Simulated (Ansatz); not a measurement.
Computed with PBE (plane waves to 420 eV, PAW; Ansatz, a quantum-chemistry and plane-wave program).

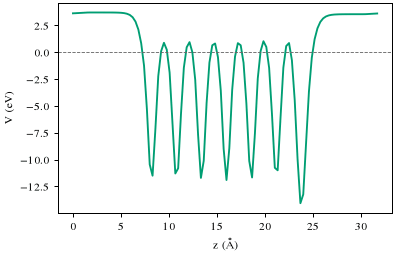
Figure. Plane-averaged electrostatic potential energy along the normal, in eV from the Fermi level, for a constructed model of the (0001) surface of hcp Mg, a pseudomorphic layer of Sc in the host's stacking (bottom of the slab: a bare face, its two planes held)

Slab: 7 atoms, 15.6 Å thick at the start; k 13x13x1, smearing 0.1 eV, dipole-corrected; 2 atoms held, the rest relaxed; symmetry of the start imposed; no spin, no spin-orbit, no U. It is one candidate, not shown to be the stable structure of the face.

The vacuum level lies 3.54 eV above the Fermi level over the top face and 3.71 eV above it under the bottom face.
